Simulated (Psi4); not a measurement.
**One shape, several levels: singlet C2H2FSi−**

We compute a comparison of 4 runs (B3LYP/def2-SVPD, BHLYP/def2-SVPD, M06-L/def2-SVPD, r2SCAN/def2-SVPD) of singlet C2H2FSi−. 

The calculation is run with Psi4 1.11.

1 further run of the same task is left out (set aside as unsound or not needed).

### Step 1. The structure to begin with

C2H2FSi−: 6 atoms, total charge -1, spin state singlet. SMILES of the parent species: `C#C[SiH]F`. Geometry: relaxed at PBE0-D4/def2-TZVP. That shape belongs to the parent species and isn't relaxed for this state.

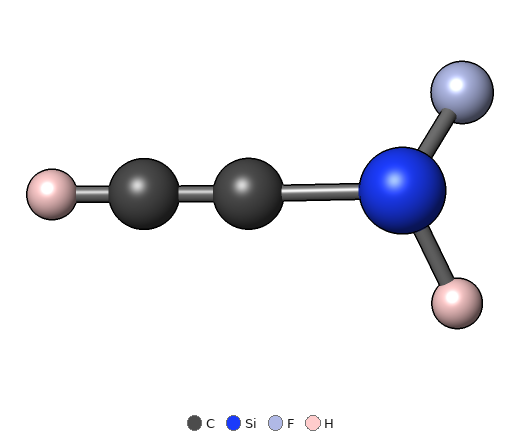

Viewed from a chosen angle; carbon dark grey, silicon blue, fluorine light blue, hydrogen pink.

### Step 2. Energy and gradient at B3LYP/def2-SVPD (run 1)

The input, job.inp:

```
memory 1600 mb

molecule {
  -1 1
  C      0.118100    -0.680000    -1.605700
  C      0.120400    -0.213700    -0.490100
  Si     0.338300     0.466700     1.168800
  F     -0.478000    -0.412300     2.226800
  H      0.100300    -1.089200    -2.590300
  H     -0.157100     1.864400     1.244300
  symmetry c1
}

set {
  basis def2-SVPD
  puream true
  e_convergence 1e-09
  d_convergence 1e-08
  scf_type pk
  dft_radial_points 99
  dft_spherical_points 590
}

e_tot, wfn = gradient("b3lyp", return_wfn=True)
oeprop(wfn, "QUADRUPOLE", "LOWDIN_CHARGES", "MULLIKEN_CHARGES")
```

Launch:

```bash
$ psi4 -i job.inp -o job.out -n 1
```

job.out:

```text
[...]
  Running in c1 symmetry.
[...]
  Nuclear repulsion =  130.576000701221830
[...]
  Multiplicity = 1
[...]
  Nalpha       = 19
  Nbeta        = 19
[...]
    Number of basis functions: 103
[...]
   @RKS iter   1:  -466.12453139539917   -2.68265e-01   7.98907e-03 DIIS/ADIIS
[...]
   @RKS iter  13:  -466.53365472331649   -2.55795e-12   3.29117e-09 DIIS
[...]
    Orbital Energies [Eh]
    ---------------------
    Doubly Occupied:
       1A    -65.914315     2A    -24.483119     3A    -10.003206
       4A     -9.995424     5A     -5.076816     6A     -3.441681
       7A     -3.438149     8A     -3.435219     9A     -0.969248
      10A     -0.559860    11A     -0.383783    12A     -0.342197
      13A     -0.269625    14A     -0.252870    15A     -0.241016
      16A     -0.164832    17A     -0.119802    18A     -0.116420
      19A      0.039601
[...]
  @RKS Final Energy:  -466.53365472331649
   => Energetics <=
    Nuclear Repulsion Energy =            130.5760007012218296
    One-Electron Energy =                -910.9570972177651811
    Two-Electron Energy =                 348.6831700116214847
    DFT Exchange-Correlation Energy =     -34.8357282183946069
    Empirical Dispersion Energy =           0.0000000000000000
    VV10 Nonlocal Energy =                  0.0000000000000000
    Total Energy =                       -466.5336547233164879
[...]
  -Total Gradient:
     Atom            X                  Y                   Z
    ------   -----------------  -----------------  -----------------
       1       -0.000564281380     0.018646414870     0.042552548110
       2        0.022623781873    -0.019267494957    -0.027538243276
       3       -0.088983135122    -0.029228526026     0.012409023506
       4        0.047876752757     0.032895224248    -0.037425300297
       5       -0.001818877983     0.001968301361     0.003230850331
       6        0.020905966788    -0.005011955429     0.006760491929
[...]
 Multipole Moments:
 ------------------------------------------------------------------------------------
     Multipole            Electronic (a.u.)      Nuclear  (a.u.)        Total (a.u.)
 ------------------------------------------------------------------------------------
 L = 1.  Multiply by 2.5417464519 to convert [e a0] to [Debye]
 Dipole X            :         -1.1460376            0.3634083           -0.7826293
 Dipole Y            :         -1.6605247            1.1874886           -0.4730361
 Dipole Z            :          3.4432602           -3.9704923           -0.5272321
 Magnitude           :                                                    1.0555783
 L = 2.  Multiply by 1.3450342976 to convert [e a0^2] to [Debye ang]
 Quadrupole XX       :        -43.9300892           13.4865846          -30.4435047
 Quadrupole XY       :        -11.9711456           10.8389250           -1.1322206
[...]
  Mulliken Charges: (a.u.)
   Center  Symbol    Alpha    Beta     Spin     Total
       1     C     3.32691  3.32691  0.00000 -0.65381
       2     C     2.55046  2.55046  0.00000  0.89909
       3    SI     7.13476  7.13476  0.00000 -0.26952
       4     F     4.82375  4.82375  0.00000 -0.64749
       5     H     0.63933  0.63933  0.00000 -0.27867
       6     H     0.52480  0.52480  0.00000 -0.04960
   Total alpha = 19.00000, Total beta = 19.00000, Total charge = -1.00000
  Lowdin Charges: (a.u.)
   Center  Symbol    Alpha    Beta     Spin     Total
[...]
```

Run time: 23 s. Hardware: 1 thread of Intel Xeon Platinum 8488C (Sapphire Rapids), shared host; peak memory 0.65 GiB.

### Step 3. Energy and gradient at BHLYP/def2-SVPD (run 2)

The input, job.dat:

```
memory 1600 mb

molecule {
  -1 1
  C      0.118100    -0.680000    -1.605700
  C      0.120400    -0.213700    -0.490100
  Si     0.338300     0.466700     1.168800
  F     -0.478000    -0.412300     2.226800
  H      0.100300    -1.089200    -2.590300
  H     -0.157100     1.864400     1.244300
  units angstrom
  symmetry c1
}

set {
  basis def2-SVPD
  puream true
  e_convergence 1e-09
  d_convergence 1e-08
  scf_type pk
  dft_radial_points 99
  dft_spherical_points 590
}

energy_value, wavefunction = gradient("bhhlyp", return_wfn=True)
print_variables()
```

Launch:

```bash
$ psi4 -n 1 job.dat job.out
```

job.out:

```text
[...]
  Running in c1 symmetry.
[...]
  Nuclear repulsion =  130.576000701221830
[...]
  Multiplicity = 1
[...]
  Nalpha       = 19
  Nbeta        = 19
[...]
    Number of basis functions: 103
[...]
   @RKS iter   1:  -466.16329534595292   -5.96121e-01   6.34750e-03 DIIS/ADIIS
[...]
   @RKS iter  13:  -466.42028756455466   -1.13687e-11   7.65451e-09 DIIS
[...]
    Orbital Energies [Eh]
    ---------------------
    Doubly Occupied:
       1A    -66.930354     2A    -25.096932     3A    -10.413257
       4A    -10.406170     5A     -5.402210     6A     -3.671581
       7A     -3.668697     8A     -3.666377     9A     -1.121850
      10A     -0.671496    11A     -0.467639    12A     -0.425300
      13A     -0.350849    14A     -0.338510    15A     -0.325343
      16A     -0.226299    17A     -0.173956    18A     -0.167236
      19A      0.007196
[...]
  @RKS Final Energy:  -466.42028756455466
   => Energetics <=
    Nuclear Repulsion Energy =            130.5760007012218296
    One-Electron Energy =                -910.9883912788677662
    Two-Electron Energy =                 336.2402153070078157
    DFT Exchange-Correlation Energy =     -22.2481122939165026
    Empirical Dispersion Energy =           0.0000000000000000
    VV10 Nonlocal Energy =                  0.0000000000000000
    Total Energy =                       -466.4202875645546555
[...]
 Multipole Moments:
 ------------------------------------------------------------------------------------
     Multipole            Electronic (a.u.)      Nuclear  (a.u.)        Total (a.u.)
 ------------------------------------------------------------------------------------
 L = 1.  Multiply by 2.5417464519 to convert [e a0] to [Debye]
 Dipole X            :         -1.2027213            0.3634083           -0.8393130
 Dipole Y            :         -1.6820249            1.1874886           -0.4945363
 Dipole Z            :          3.3303814           -3.9704923           -0.6401109
 Magnitude           :                                                    1.1656562
[...]
  -Total Gradient:
     Atom            X                  Y                   Z
    ------   -----------------  -----------------  -----------------
       1       -0.000335715843     0.009987777041     0.022030199119
       2        0.023986121118    -0.008045175525    -0.001866128078
       3       -0.087466264892    -0.028313894534     0.004123308769
       4        0.044467151688     0.027645624887    -0.029970960222
       5       -0.001859271975    -0.000186575053    -0.001767796955
       6        0.021232850902    -0.001086642251     0.007444594264
[...]
```

Wall time 22 s (1 thread of Intel Xeon Platinum 8488C (Sapphire Rapids), shared host); peak memory 0.65 GiB.

### Step 4. A single-point energy at M06-L/def2-SVPD (run 3)

The input, calc.inp:

```
memory 1.6 GB

molecule {
  -1 1
  C      0.118100    -0.680000    -1.605700
  C      0.120400    -0.213700    -0.490100
  Si     0.338300     0.466700     1.168800
  F     -0.478000    -0.412300     2.226800
  H      0.100300    -1.089200    -2.590300
  H     -0.157100     1.864400     1.244300
  symmetry c1
}

set {
  basis def2-SVPD
  puream true
  e_convergence 1e-09
  d_convergence 1e-08
  scf_type pk
  dft_radial_points 99
  dft_spherical_points 590
}

result, w = energy('m06-l', return_wfn=True)
print_variables()
```

Launch:

```bash
$ psi4 -i calc.inp -o calc.out -n 1
```

calc.out:

```text
[...]
  Running in c1 symmetry.
[...]
  Nuclear repulsion =  130.576000701221830
[...]
  Multiplicity = 1
[...]
  Nalpha       = 19
  Nbeta        = 19
[...]
    Number of basis functions: 103
[...]
   @RKS iter   1:  -466.06308503008472   -2.10027e-01   8.07243e-03 DIIS/ADIIS
[...]
   @RKS iter  14:  -466.47773464772689   -1.32445e-11   4.65084e-09 DIIS
[...]
    Orbital Energies [Eh]
    ---------------------
    Doubly Occupied:
       1A    -65.606652     2A    -24.290221     3A     -9.872647
       4A     -9.864889     5A     -5.039375     6A     -3.353671
       7A     -3.349400     8A     -3.345996     9A     -0.945572
      10A     -0.512570    11A     -0.342761    12A     -0.294841
      13A     -0.223250    14A     -0.205805    15A     -0.192006
      16A     -0.130959    17A     -0.089221    18A     -0.086617
      19A      0.061926
[...]
  @RKS Final Energy:  -466.47773464772689
   => Energetics <=
    Nuclear Repulsion Energy =            130.5760007012218296
    One-Electron Energy =                -911.1235048976149073
    Two-Electron Energy =                 357.1987536756814166
    DFT Exchange-Correlation Energy =     -43.1289841270152223
    Empirical Dispersion Energy =           0.0000000000000000
    VV10 Nonlocal Energy =                  0.0000000000000000
    Total Energy =                       -466.4777346477268907
[...]
 Multipole Moments:
 ------------------------------------------------------------------------------------
     Multipole            Electronic (a.u.)      Nuclear  (a.u.)        Total (a.u.)
 ------------------------------------------------------------------------------------
 L = 1.  Multiply by 2.5417464519 to convert [e a0] to [Debye]
 Dipole X            :         -1.1591835            0.3634083           -0.7957752
 Dipole Y            :         -1.6477682            1.1874886           -0.4602796
 Dipole Z            :          3.5742487           -3.9704923           -0.3962437
 Magnitude           :                                                    1.0010617
[...]
```

It took 36 s on 1 thread of Intel Xeon Platinum 8488C (Sapphire Rapids), shared host; peak memory 0.7 GiB.

### Step 5. Energy and gradient at r2SCAN/def2-SVPD (run 4)

The input, c2h2fsi.xyz:

```xyz
6
C2H2FSi
C      0.118100    -0.680000    -1.605700
C      0.120400    -0.213700    -0.490100
Si     0.338300     0.466700     1.168800
F     -0.478000    -0.412300     2.226800
H      0.100300    -1.089200    -2.590300
H     -0.157100     1.864400     1.244300
```

The input, calc.py:

```python
import psi4

psi4.set_memory(1600000000)
psi4.set_num_threads(1)
psi4.set_output_file('run.log', False)

with open('c2h2fsi.xyz') as f:
    atoms = ''.join(f.readlines()[2:])
geom = psi4.geometry('-1 1\n' + atoms + 'symmetry c1')

psi4.set_options({
    'basis': 'def2-SVPD',
    'puream': True,
    'e_convergence': 1e-09,
    'd_convergence': 1e-08,
    'scf_type': 'pk',
    'dft_radial_points': 99,
    'dft_spherical_points': 590,
})

energy_value = psi4.gradient("r2scan", molecule=geom)
print('gradient / Eh bohr^-1')
print(energy_value.np.round(6))
```

Launch:

```bash
$ python calc.py
```

run.log:

```text
[...]
  Running in c1 symmetry.
[...]
  Nuclear repulsion =  130.576000701221830
[...]
  Multiplicity = 1
[...]
  Nalpha       = 19
  Nbeta        = 19
[...]
    Number of basis functions: 103
[...]
   @RKS iter   1:  -465.96553719651342   -1.77887e-01   8.12656e-03 DIIS/ADIIS
[...]
   @RKS iter  13:  -466.38962636086592   -7.56017e-12   5.93878e-09 DIIS
[...]
    Orbital Energies [Eh]
    ---------------------
    Doubly Occupied:
       1A    -65.620346     2A    -24.289327     3A     -9.863326
       4A     -9.857127     5A     -5.004471     6A     -3.352634
       7A     -3.348738     8A     -3.345704     9A     -0.927362
      10A     -0.522251    11A     -0.347861    12A     -0.301105
      13A     -0.230200    14A     -0.211185    15A     -0.197855
      16A     -0.133275    17A     -0.091450    18A     -0.089138
      19A      0.060586
[...]
  @RKS Final Energy:  -466.38962636086592
   => Energetics <=
    Nuclear Repulsion Energy =            130.5760007012218296
    One-Electron Energy =                -910.9345739310978161
    Two-Electron Energy =                 356.9772002238938171
    DFT Exchange-Correlation Energy =     -43.0082533548837418
    Empirical Dispersion Energy =           0.0000000000000000
    VV10 Nonlocal Energy =                  0.0000000000000000
    Total Energy =                       -466.3896263608659183
[...]
 Multipole Moments:
 ------------------------------------------------------------------------------------
     Multipole            Electronic (a.u.)      Nuclear  (a.u.)        Total (a.u.)
 ------------------------------------------------------------------------------------
 L = 1.  Multiply by 2.5417464519 to convert [e a0] to [Debye]
 Dipole X            :         -1.1734626            0.3634083           -0.8100543
 Dipole Y            :         -1.6657140            1.1874886           -0.4782254
 Dipole Z            :          3.5025058           -3.9704923           -0.4679865
 Magnitude           :                                                    1.0506659
[...]
  -Total Gradient:
     Atom            X                  Y                   Z
    ------   -----------------  -----------------  -----------------
       1       -0.000354296802     0.021749445259     0.050032015045
       2        0.021202232482    -0.024250995340    -0.039629053613
       3       -0.083984509063    -0.025161040361     0.014655049359
       4        0.045212629902     0.030962307768    -0.035505559033
       5       -0.001946692452     0.002379460502     0.004124673252
       6        0.020144305827    -0.005649163754     0.006368886085
[...]
```

On the terminal:

```text
gradient / Eh bohr^-1
[[-0.000354  0.021749  0.050032]
 [ 0.021202 -0.024251 -0.039629]
 [-0.083985 -0.025161  0.014655]
 [ 0.045213  0.030962 -0.035506]
 [-0.001947  0.002379  0.004125]
 [ 0.020144 -0.005649  0.006369]]
```

Run time: 44 s. Hardware: 1 thread of Intel Xeon Platinum 8488C (Sapphire Rapids), shared host; peak memory 0.7 GiB.

### Step 6. Overview of the runs

```
run             level      task  energy (Eh)  HOMO energy (eV)  LUMO energy (eV)  HOMO–LUMO gap (eV)  wall time
  1   B3LYP/def2-SVPD  gradient  -466.533655              1.08              4.30                3.22       23 s
  2   BHLYP/def2-SVPD  gradient  -466.420288              0.20              4.97                4.77       22 s
  3   M06-L/def2-SVPD    energy  -466.477735              1.69              4.08                2.39       36 s
  4  r2SCAN/def2-SVPD  gradient  -466.389626              1.65              3.95                2.30       44 s
```

### Step 7. Summary of results

```
                                                    quantity          value
                                         run 4: total energy  -466.38963 Eh
                                          run 4: HOMO energy        1.65 eV
                                          run 4: LUMO energy        3.95 eV
run 4: HOMO–LUMO gap (to an unbound level, set by the basis)        2.30 eV
                             run 4: largest force on an atom     4.571 eV/Å
```

In words: The HOMO–LUMO gap runs from 2.30 eV (r2SCAN/def2-SVPD) to 4.77 eV (BHLYP/def2-SVPD). The empty levels of an anion lie above zero and hang on the basis. Totals of different functionals can't be ranked against each other. In runs 1, 2, 3, 4 the HOMO lies above zero, so the outermost electron may be held by the basis alone. All runs together took 2.1 min, the longest 44 s.
